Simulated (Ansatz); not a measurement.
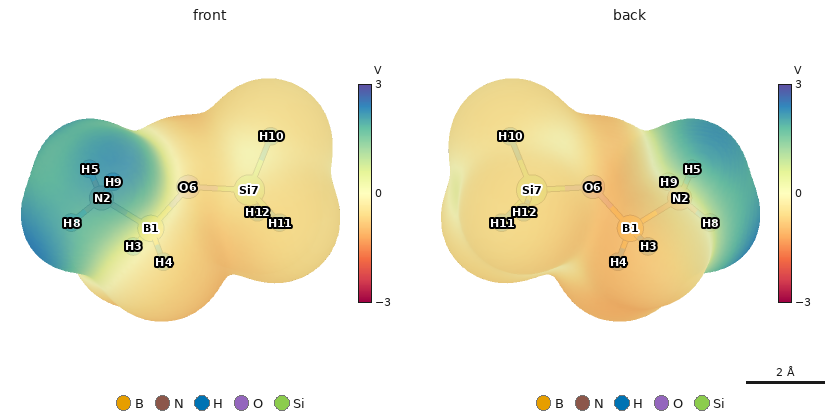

*BH8NOSi. The electrostatic potential painted on the density surface at 0.001 e/bohr³, seen from the front and from behind; the colour scale runs from red (negative) to blue (positive).*

The product side of a reaction path; geometry: PBE0-D4/def2-TZVP.

Level of theory: RKS PBE0-D4/def2-TZVPP in Ansatz 0.2.0.

```xyz
12

B     0.6048   -0.5550    0.0066
N     1.8663    0.4245   -0.3708
H     0.9594   -1.1355    1.0188
H     0.4883   -1.2987   -0.9537
H     2.0132    1.0908    0.3820
O    -0.4754    0.3861    0.1887
Si   -2.0677    0.1134    0.3303
H     2.7201   -0.1045   -0.5144
H     1.6548    0.9477   -1.2155
H    -2.7518    1.4312    0.4244
H    -2.6135   -0.6225   -0.8472
H    -2.3984   -0.6776    1.5507
```

Q: Where is the surface potential most negative and most positive?

A: The most negative region (about −1.1 V, or −25 kcal/mol for a unit charge) lies over H3, the most positive (about +2.4 V, or +55 kcal/mol for a unit charge) over H8.
